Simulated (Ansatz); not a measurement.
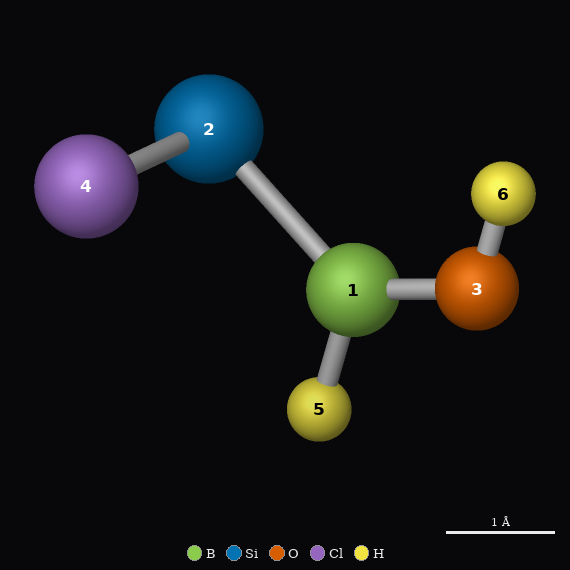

Numbered structure. The computed structure is the end point of a PBE-D4/def2-SVP optimisation. No frequency run is at hand to confirm it as a minimum.

Q: What is the geometry at O3?

A: O3 has 2 neighbours (B1 at 1.36, H6 at 0.97 Å); the arrangement is bent.

Q: Describe the coordination of atom 2.

A: Si2 has 2 neighbours (B1 at 2.07, Cl4 at 2.14 Å); the arrangement is bent.

Q: What is the geometry at B1?

A: B1 has 3 neighbours (Si2 at 2.07, O3 at 1.36, H5 at 1.23 Å); the arrangement is trigonal planar.

Q: What is the dihedral angle O3–B1–Si2–Cl4?

A: 93° in size, that is about perpendicular.
